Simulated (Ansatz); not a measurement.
# CH4OSi: molecular dynamics (part 2 of 2)

Continued. System: CH4OSi (disordered cell, 35 atoms in the cell). Method: DFT LDA, scalar-relativistic, plane waves, PAW, no spin polarisation (Ansatz 0.2.0); cutoff 420 eV, 1×1×1 k-mesh, Fermi–Dirac smearing of 0.05 eV. It belongs to a series of runs on one base structure; here: dynamics from the start.

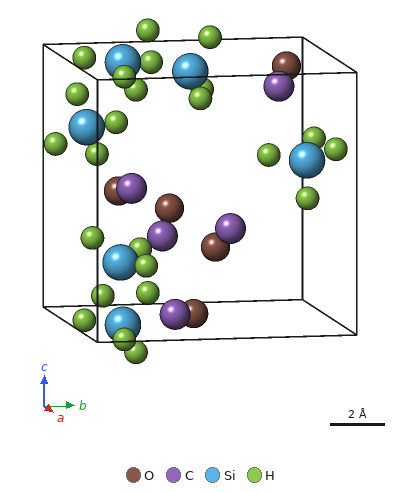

Figure 1. The geometry at step 180 of the log (spheres-only view of the cell of the calculation, seen slightly off an axis).

Trajectory as extended XYZ (Å, eV, eV/Å), 6 of the 301 frames kept, from step=0 to step=300:
```
35
Lattice="9.9160 0.0000 0.0000 0.0000 9.9160 0.0000 0.0000 0.0000 9.9160" Properties=species:S:1:pos:R:3:forces:R:3 step=0 time_fs=0.0 energy=-7331.27148 temperature=291.4
O     1.9390    4.0230    3.8052   -0.0192  -0.0335  -0.2418
C     1.8354    3.8351    2.6971    0.0342   0.0526   0.2398
O     8.8651    4.1822   10.8455    0.0662  -0.1373  -0.0347
C     9.3794    3.2090   10.5913   -0.0744   0.1182   0.0412
O     6.3777    5.1473    2.8898    0.0660   0.0374   0.0837
C     7.0474    5.5116    3.7195   -0.0480  -0.0460  -0.0866
O     6.5109    1.6791    5.2837    0.0973  -0.0296   0.0380
C     7.4964    1.2512    5.6259   -0.0820   0.0409  -0.0248
O     3.0776    9.2299    9.5580    0.0076  -0.1366  -0.1340
C     3.1169    8.4406    8.7522   -0.0191   0.1269   0.1330
Si    2.1895    5.3239    8.8869    0.0246  -0.0061   0.0052
H     2.6148    6.0684   10.1137   -0.0196  -0.0261  -0.0192
H     1.5306    4.0425    9.2999    0.0087   0.0117  -0.0201
H     1.2206    6.1585    8.1134   -0.0051  -0.0155   0.0068
H     3.3867    5.0151    8.0466   -0.0292   0.0249   0.0249
Si    9.7235    0.6554    2.8091   -0.0107  -0.0034  -0.0110
H     9.5415   -0.3656    1.7335   -0.0003   0.0314   0.0118
H     8.5571    1.5940    2.7967    0.0044  -0.0073   0.0167
H     9.7954   -0.0146    4.1450    0.0012   0.0031  -0.0190
H    10.9766    1.4317    2.5626   -0.0115  -0.0013   0.0057
Si    8.3127    8.3388    6.4781    0.0018   0.0040   0.0015
H     7.2900    8.9261    7.3975    0.0079   0.0003  -0.0010
H     8.5398    6.9070    6.8475    0.0032   0.0045   0.0005
H     7.8139    8.4097    5.0710   -0.0007  -0.0005   0.0028
H     9.5929    9.0995    6.5960    0.0023  -0.0030   0.0009
Si    5.9338    1.9919    0.0792    0.0098  -0.0013  -0.0019
H     5.9168    3.2313    0.9127   -0.0030  -0.0002   0.0005
H     5.0717    0.9472    0.7055    0.0025  -0.0034  -0.0026
H     5.4199    2.3014   -1.2900   -0.0003  -0.0037  -0.0030
H     7.3430    1.4957   -0.0128   -0.0083  -0.0021  -0.0060
Si    1.5140    1.5092    7.0794   -0.0028   0.0029  -0.0030
H     1.8901    0.0797    6.8507    0.0017   0.0040   0.0021
H     0.4021    1.5815    8.0754    0.0098  -0.0020  -0.0008
H     2.7052    2.2487    7.6042   -0.0129  -0.0040  -0.0154
H     1.0788    2.1149    5.7829   -0.0024   0.0004   0.0097
35
Lattice="9.9160 0.0000 0.0000 0.0000 9.9160 0.0000 0.0000 0.0000 9.9160" Properties=species:S:1:pos:R:3:forces:R:3 step=60 time_fs=30.0 energy=-7330.72987 temperature=217.2
O     1.7715    4.2059    3.8468    0.0043  -0.0571  -0.1168
C     1.8430    3.8660    2.7742   -0.0108   0.0444   0.1048
O     8.8851    4.1203   10.8918   -0.5621   0.9833   0.1924
C     9.4050    3.1389   10.7457    0.5461  -0.8923  -0.3467
O     6.4043    5.1199    2.9325    0.9980   0.6102   0.8754
C     7.1798    5.6049    3.6106   -0.9783  -0.6224  -0.8811
O     6.5410    1.6673    5.1673   -0.1652   0.0412  -0.0983
C     7.5248    1.2578    5.5310    0.1695   0.1110   0.1996
O     2.9480    9.2576    9.4903    0.2957  -1.3917  -1.3102
C     3.1195    8.4410    8.7063   -0.2860   1.3895   1.3192
Si    2.1614    5.3053    9.0004    0.0578   0.4358  -0.0269
H     2.7988    6.1324   10.0662   -0.0733  -0.0988   0.2153
H     1.4162    4.1269    9.5436   -0.0004   0.0870  -0.0727
H     1.3760    6.2539    8.1646   -0.4318  -0.0406   0.0942
H     3.2316    4.9173    8.0825    0.4723  -0.4178  -0.2417
Si    9.7174    0.7169    2.8495    0.4276   1.0933   0.5827
H     9.3591   -0.3921    1.9763   -0.1986  -0.2465  -0.6443
H     8.8632    1.9765    2.7514   -0.0755  -0.6653   0.1194
H     9.7015    0.1576    4.2216   -0.1158  -0.0009   0.2923
H    11.0976    1.2756    2.6511   -0.0368  -0.2351  -0.1952
Si    8.3164    8.3790    6.5037   -0.1310  -0.4350   0.9816
H     7.2811    8.8396    7.5107    0.1016   0.0586  -0.3449
H     8.4223    6.8763    6.7759   -0.0565   0.4611  -0.4592
H     7.9526    8.8317    5.1285    0.0303  -0.3451  -0.0098
H     9.6151    8.9712    6.9510   -0.0049   0.0829  -0.2116
Si    6.0024    1.9710    0.0082    0.1378  -0.4057  -0.4011
H     6.1649    2.9083    1.1542   -0.2601   0.3142  -0.1022
H     5.1350    0.8242    0.4888    0.4214   0.1180  -0.1161
H     5.3200    2.4615   -1.2705    0.2785   0.1292   0.5770
H     7.4570    1.6220   -0.3235   -0.5778  -0.1691   0.0356
Si    1.4968    1.4560    7.0803   -0.2264   1.7175   0.1839
H     1.6560    0.0442    6.9098    0.2857  -1.1039  -0.3064
H     0.3576    1.6743    8.0189   -0.0657  -0.0079   0.0668
H     2.7049    2.1242    7.6790   -0.0062  -0.2154  -0.0294
H     1.1909    2.2217    5.8148    0.0364  -0.3265   0.0746
35
Lattice="9.9160 0.0000 0.0000 0.0000 9.9160 0.0000 0.0000 0.0000 9.9160" Properties=species:S:1:pos:R:3:forces:R:3 step=120 time_fs=60.0 energy=-7330.50230 temperature=342.0
O     1.6394    4.3485    3.8448    0.1034  -0.1351  -0.3644
C     1.9377    3.9964    2.8133   -0.1267   0.1093   0.3418
O     8.7218    4.0068   10.8771   -2.3400   3.1399   0.2528
C     9.4005    3.1457   10.8078    2.3881  -3.0361  -0.3360
O     6.5440    5.1416    2.9684    0.8394   0.4938   0.7902
C     7.3078    5.6003    3.6748   -0.8242  -0.5156  -0.8027
O     6.5361    1.6310    5.1961    0.5529  -0.0229   0.1858
C     7.6025    1.4876    5.5482   -0.5654   0.0252  -0.1190
O     2.8114    9.0697    9.4238    0.0686  -0.0206  -0.0723
C     3.2687    8.3426    8.6937   -0.1097   0.0097   0.0830
Si    2.1872    5.2385    8.9814    0.2874  -0.4849   1.0045
H     2.6406    5.8863   10.2692   -0.1739   0.1515  -0.2682
H     1.6404    3.9115    9.4764    0.0332   0.2026  -0.3542
H     1.1537    6.0130    8.2749   -0.2298   0.2285  -0.1491
H     3.4077    5.0557    8.1670    0.0891  -0.1013  -0.2542
Si    9.7099    0.7883    2.8927   -0.4869   0.6793   0.2084
H     9.4232   -0.1354    1.7896   -0.3039  -0.1230  -0.4519
H     8.6951    1.9676    2.9985    0.3840  -0.9467   0.1185
H     9.8688   -0.0730    4.0950   -0.1685   0.1379   0.2761
H    10.9774    1.4506    2.6090    0.6415   0.2582  -0.0679
Si    8.2441    8.4145    6.4798    0.9965  -1.8056   0.2226
H     7.1472    8.8306    7.4030    0.0718   0.1956  -0.0780
H     8.3296    6.8222    6.4865   -0.1935   1.2770   0.0761
H     8.0878    8.7737    5.0625   -0.3369   0.2246  -0.3097
H     9.6547    8.8576    6.8540   -0.5833   0.0767   0.0979
Si    6.0558    1.8964    0.0255    1.1032  -0.3476  -0.5997
H     5.9577    2.9493    1.0674   -0.0811  -0.0731   0.1989
H     5.2058    0.6805    0.1748    0.3298  -0.2487   0.6186
H     5.4031    2.3199   -1.2031   -0.1807   0.6981  -0.7065
H     7.5795    1.6763   -0.3510   -1.2048  -0.0902   0.4535
Si    1.5478    1.4043    7.0176   -1.3438   0.8548   0.2254
H     1.6467    0.0142    6.6681    0.4876  -1.0443  -0.3075
H     0.3801    1.3899    7.9942    0.3398   0.2069  -0.1598
H     2.7361    1.9952    7.6768    0.2377   0.0446  -0.0646
H     1.0735    2.1340    5.7733    0.2988  -0.0185   0.3117
35
Lattice="9.9160 0.0000 0.0000 0.0000 9.9160 0.0000 0.0000 0.0000 9.9160" Properties=species:S:1:pos:R:3:forces:R:3 step=180 time_fs=90.0 energy=-7330.72077 temperature=368.1
O     1.7064    4.4705    3.8373   -0.3362   0.3247   0.8730
C     2.0957    4.1215    2.8488    0.3111  -0.3407  -0.8880
O     8.6377    3.9451   10.7215   -1.5837   2.0649  -0.2020
C     9.3359    3.0906   10.8104    1.6571  -1.9254   0.2136
O     6.8045    5.1649    3.0377   -0.8039  -0.5308  -0.9284
C     7.4783    5.5953    3.8152    0.8197   0.5058   0.9267
O     6.5899    1.4985    5.2311   -0.0306   0.0212   0.0196
C     7.6572    1.7790    5.4645   -0.0578  -0.0297   0.1493
O     2.6793    8.7384    9.2198    0.1403  -0.0611  -0.1013
C     3.4876    8.2831    8.5777   -0.1369   0.0874   0.1042
Si    2.1017    5.1856    9.0401   -0.0166   0.2075   0.0300
H     2.4224    5.8715   10.3523   -0.2583  -0.0073  -0.3314
H     1.7718    3.7559    9.3822   -0.0173   0.1648  -0.2081
H     1.0276    5.8630    8.2028    0.0806  -0.1941   0.4967
H     3.3062    5.3205    8.1756    0.1861  -0.2108   0.0230
Si    9.6951    0.9313    2.9643   -0.8300   0.5963  -0.0705
H     9.2989    0.3355    1.6684    0.1756  -0.0744  -0.2785
H     8.5443    1.9214    3.2840    0.6905  -0.5010  -0.0511
H     9.7968   -0.1666    3.9371   -0.1489  -0.2317   0.4462
H    10.9892    1.6400    2.9919    0.2229   0.1908  -0.2050
Si    8.1756    8.3754    6.4078    0.3209  -0.3667   1.2011
H     6.9133    8.9074    7.0514    0.1965  -0.1935  -0.2100
H     8.3612    6.8743    6.6756   -0.0208   0.6819   0.2110
H     8.1288    8.4050    4.9632   -0.1098   0.3344  -0.8792
H     9.3265    9.2388    6.9556   -0.3832  -0.4459  -0.2959
Si    6.0001    1.7953    0.0869    0.9176  -0.0739  -0.3355
H     6.0075    2.7461    1.2679   -0.1961  -0.4370  -0.1581
H     5.3248    0.4594    0.2066    0.0534   0.1620   0.3744
H     5.2999    2.4412   -1.0638    0.1085   0.1451  -0.0300
H     7.5011    1.5349   -0.2532   -0.9272   0.1229   0.1159
Si    1.6166    1.3265    6.9727   -0.0504   0.6992  -0.2203
H     2.0804    0.0418    6.4390    0.2000  -0.5390   0.0728
H     0.6302    1.1711    8.0927    0.3059  -0.0254   0.0902
H     2.8443    2.1966    7.2991   -0.6364  -0.3278  -0.0350
H     0.8127    1.8874    5.8326    0.1576   0.2075   0.0806
35
Lattice="9.9160 0.0000 0.0000 0.0000 9.9160 0.0000 0.0000 0.0000 9.9160" Properties=species:S:1:pos:R:3:forces:R:3 step=240 time_fs=120.0 energy=-7330.33072 temperature=331.9
O     1.6272    4.6085    3.7455    0.3335  -0.3353  -0.5799
C     2.1287    4.0826    2.8765   -0.3569   0.3309   0.5547
O     8.6181    3.8185   10.5540   -2.1027   2.8200  -0.2143
C     9.2995    2.9556   10.6161    2.2172  -2.6363   0.1568
O     7.0736    5.0470    2.9128   -1.5435  -1.9183  -2.8849
C     7.5224    5.6002    3.7472    1.5503   1.8618   2.8955
O     6.8060    1.4441    5.2300    0.4725   0.3376   0.1725
C     7.7846    1.9809    5.4239   -0.5613  -0.3184  -0.1018
O     2.5814    8.6089    9.0718   -2.0162   0.6318   1.2732
C     3.4918    8.2922    8.5278    2.0777  -0.7270  -1.2307
Si    1.8989    5.1143    9.1277   -0.8912  -0.0912   0.2451
H     2.2123    5.9092   10.4132   -0.0433  -0.5129  -0.6455
H     1.4960    3.6544    9.3955    0.3022   0.5954   0.0607
H     0.6742    5.7414    8.4658    0.3646  -0.0967   0.2567
H     2.9765    5.1345    8.1105    0.2946   0.0767   0.0504
Si    9.6527    0.9978    3.0187   -0.8585   0.4756   0.5510
H     9.5858    0.2830    1.7624    0.2315  -0.6250  -0.6513
H     8.5106    2.0033    2.8135    0.5269  -0.2052   0.3821
H     9.2862    0.0946    4.1805    0.1799   0.1955  -0.2438
H    10.9825    1.6362    3.2480   -0.0587   0.0900  -0.0407
Si    8.0828    8.3070    6.3723    0.2889  -0.4650   0.6968
H     6.6573    8.5031    6.6131   -0.7393  -0.1700   0.2134
H     8.5971    7.0442    7.1636   -0.2203   1.0652  -0.5791
H     8.1900    8.1450    4.9112    0.3035  -0.0650  -0.2492
H     8.5911    9.6591    6.8159    0.4200  -0.3570  -0.0216
Si    5.9683    1.6327    0.0603    0.6750  -1.1225   1.2201
H     6.1143    2.4773    1.2778   -0.2475   0.3011  -0.0030
H     5.7091    0.2323    0.6660   -0.2580   0.6482  -0.5564
H     4.9611    2.1455   -0.8964   -0.0312  -0.0386  -0.1980
H     7.4004    1.5022   -0.3672   -0.2097   0.1122  -0.5030
Si    1.8244    1.2703    6.9306    1.0888   0.5924  -0.4477
H     2.5013    0.2035    6.1052   -0.6213  -0.2060   0.0911
H     1.5709    0.8292    8.3236    0.0508  -0.0093   0.1001
H     3.0394    2.2385    6.8376   -0.8920  -0.1101   0.3476
H     0.5505    1.8565    6.3788    0.2737  -0.1247  -0.1170
35
Lattice="9.9160 0.0000 0.0000 0.0000 9.9160 0.0000 0.0000 0.0000 9.9160" Properties=species:S:1:pos:R:3:forces:R:3 step=300 time_fs=150.0 energy=-7330.27411 temperature=323.0
O     1.5315    4.7375    3.7193    0.6857  -0.7811  -0.8432
C     2.1090    4.0635    3.0061   -0.6981   0.7938   0.8163
O     8.6666    3.8082   10.4300   -2.4736   3.7344   0.3782
C     9.2835    2.9096   10.3339    2.4785  -3.7106  -0.2974
O     7.0801    4.9546    2.7868   -1.4965  -2.5826  -3.0346
C     7.4669    5.6146    3.5688    1.5102   2.5600   3.0548
O     6.9308    1.4375    5.3739   -1.7498  -0.8468  -0.2048
C     7.8863    1.9866    5.5278    1.4913   1.0489   0.3247
O     2.5678    8.6946    9.0729   -3.3273   1.5278   2.3426
C     3.4041    8.2629    8.5167    3.4044  -1.8424  -2.2146
Si    1.8683    5.1182    9.1124   -0.0359  -0.0034   0.6853
H     2.1142    5.7874   10.4363    0.2360  -0.0383  -0.1019
H     1.4787    3.7171    9.4923   -0.1004   0.0728  -0.2432
H     0.7093    5.9252    8.5858    0.2368  -0.2869  -0.3315
H     3.1321    5.0291    8.3075   -0.2459   0.2412  -0.0704
Si    9.5524    0.9970    3.0747   -0.4626   1.2153   0.8393
H     9.8679   -0.0149    2.1149    0.0905  -1.0866  -0.6379
H     8.2139    1.6595    2.7127    0.6240  -0.1371   0.0333
H     9.3695    0.5770    4.5241    0.2676  -0.2220  -0.4871
H    10.7439    1.9212    3.0115   -0.3244   0.1232   0.0714
Si    7.9910    8.3672    6.4417   -0.8854   0.0839   1.2830
H     6.4945    8.1346    6.7375    0.6094   0.3258  -0.2556
H     8.6183    7.2317    7.1937    0.2614   0.1671  -0.0697
H     8.2445    8.2260    5.0127    0.1577   0.0914  -0.5660
H     8.4039    9.7387    7.0199   -0.0679  -0.7305  -0.3185
Si    6.0177    1.5537   -0.0634   -0.3353  -0.4803   0.8584
H     6.0356    2.5632    1.0521    0.0717   0.0606  -0.2691
H     5.6939    0.2394    0.7011    0.4107   0.5528  -0.6993
H     4.9078    1.8354   -1.0053   -0.2103   0.0500  -0.1011
H     7.2912    1.6249   -0.8483    0.0026  -0.2658   0.1584
Si    2.0065    1.2821    6.9030    0.5432   0.0453  -1.3718
H     2.3013    0.1065    5.8463   -0.2708   1.0144   1.0740
H     2.3543    0.8781    8.2933   -0.1083   0.1337  -0.1108
H     2.8747    2.5033    6.5038   -0.3935  -0.6602   0.2132
H     0.5748    1.7236    6.7573    0.1041  -0.1681   0.0954
```

This output came from the following input.

The input:
```yaml
crystal:
  lattice:
    - [9.915962, 0.0, 0.0]
    - [0.0, 9.915962, 0.0]
    - [0.0, 0.0, 9.915962]
  atoms:
    - { symbol: O, position: [0.19553992, 0.40571416, 0.3837468] }
    - { symbol: C, position: [0.1850944, 0.38676176, 0.27199579] }
    - { symbol: O, position: [0.8940259, 0.42176374, 1.09374317] }
    - { symbol: C, position: [0.94588621, 0.32361848, 1.06810162] }
    - { symbol: O, position: [0.6431764, 0.51908872, 0.29143384] }
    - { symbol: C, position: [0.71071329, 0.55583505, 0.37510449] }
    - { symbol: O, position: [0.65661288, 0.16933356, 0.53284562] }
    - { symbol: C, position: [0.75599627, 0.12617998, 0.56735665] }
    - { symbol: O, position: [0.31037209, 0.93081581, 0.96390474] }
    - { symbol: C, position: [0.3143355, 0.85121752, 0.88263374] }
    - { symbol: Si, position: [0.22081024, 0.53689735, 0.8962236] }
    - { symbol: H, position: [0.2636961, 0.61198098, 1.01994609] }
    - { symbol: H, position: [0.15435455, 0.40767502, 0.93787433] }
    - { symbol: H, position: [0.12309727, 0.62107349, 0.81821128] }
    - { symbol: H, position: [0.34153749, 0.50576115, 0.81148344] }
    - { symbol: Si, position: [0.98058729, 0.06609552, 0.28328768] }
    - { symbol: H, position: [0.96223552, -0.03687471, 0.17481741] }
    - { symbol: H, position: [0.86296189, 0.16075353, 0.2820369] }
    - { symbol: H, position: [0.9878416, -0.00147137, 0.418017] }
    - { symbol: H, position: [1.10695892, 0.14437975, 0.25843142] }
    - { symbol: Si, position: [0.83831147, 0.84094462, 0.65330076] }
    - { symbol: H, position: [0.73517765, 0.90017077, 0.74601824] }
    - { symbol: H, position: [0.86121385, 0.69655404, 0.6905525] }
    - { symbol: H, position: [0.78801727, 0.84810094, 0.51140101] }
    - { symbol: H, position: [0.96741724, 0.91765799, 0.66519146] }
    - { symbol: Si, position: [0.59840679, 0.20087828, 0.00798919] }
    - { symbol: H, position: [0.59669347, 0.32587096, 0.09203943] }
    - { symbol: H, position: [0.51146623, 0.09552284, 0.071152] }
    - { symbol: H, position: [0.54658221, 0.23209361, -0.1300922] }
    - { symbol: H, position: [0.74051971, 0.15084088, -0.00129428] }
    - { symbol: Si, position: [0.15268593, 0.15219828, 0.71394053] }
    - { symbol: H, position: [0.19061071, 0.00803908, 0.69087681] }
    - { symbol: H, position: [0.04055224, 0.15949394, 0.81438211] }
    - { symbol: H, position: [0.27281413, 0.22677304, 0.76686266] }
    - { symbol: H, position: [0.10879639, 0.21328385, 0.58319206] }
basis:
  ecutwfc: 420.0
kpoints:
  mp_grid: { grid: [1, 1, 1] }
hamiltonian:
  xc: lda
scf:
  occupations: { method: fermi_dirac, width: 0.05 }
  lower_state_search: "off"
md:
  timestep: 0.5
  n_steps: 300
  ensemble: nvt_langevin
  temperature: 300.0
  initial_velocities: maxwell_boltzmann
  seed: 759276
  friction: 0.02
```

Launch command:
```bash
ansatz run input.yaml --threads 1 --pin off --max-ram 3072MiB --backend cpu --events-out ev --progress --plain --runs-dir out
```

Key numbers:

| quantity | value |
| --- | --- |
| outcome | finished |
| mean temperature over the second half | 333 K |
| trajectory | 300 steps, 150 fs |
| ensemble | nvt_langevin |
| temperature in the input | 300.0 K |
| time step | 0.5 fs |
| electrons treated | 90 |
| potential energy (free energy of the electrons) (last step) | −7330.2741 eV |
| Fermi energy (last step) | −2.679 eV |
| largest force (length of the vector) (last step) | 4.495 eV/Å |
| hardware | 1 thread of Intel Xeon (Granite Rapids), 16 GiB of memory available, shared host |
| wall time | 8.8 min |
| peak memory | 0.68 GiB |

Notes:

The k-point mesh is coarse for a cell of this size, so the results may not be converged. So short a trajectory is not equilibrated. The logged temperature at the start can lie below the typed one, since it is counted over all degrees of freedom.
